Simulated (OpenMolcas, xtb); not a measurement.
**A ladder of methods for CH4AlIn (SMILES [CH2]1[AlH][InH]1)**

CH4AlIn: 7 atoms, total charge 0, spin state singlet. As SMILES, `[CH2]1[AlH][InH]1`. Geometry: relaxed at PBE0-D4/def2-TZVP.

Quantity: the electronic atomisation energy, in eV. The values are calculated. Electronic energies at fixed atoms, without zero-point motion or spin-orbit coupling.

| level | kind | program | value (eV) | CPU time (all runs) |
| --- | --- | --- | --- | --- |
| GFN0-xTB | semi-empirical | xtb | 29.57 | under 2 s |
| HF/def2-SVPD (core potential) | Hartree–Fock | OpenMolcas | 13.32 | 21 s |
| SVWN5/def2-SVPD (core potential) | LDA | OpenMolcas | 21.72 | 39 s |
| revPBE/def2-SVPD (core potential) | GGA | OpenMolcas | 18.33 | 50 s |
| r2SCAN/def2-SVPD (core potential) | meta-GGA | OpenMolcas | 19.10 | 72 s |
| PBE0/def2-SVPD (core potential) | global hybrid | OpenMolcas | 18.77 | 44 s |

The values span 13.32 to 29.57 eV. GFN0-xTB: no spin polarisation, so open shells miss the exchange term that lowers them. CPU times are rough (shared hosts, several kinds of processor and program).

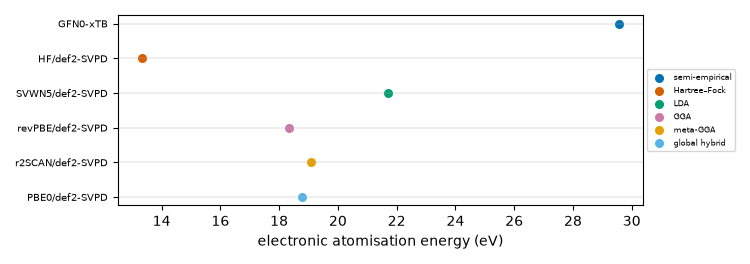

The values of the table, level by level.
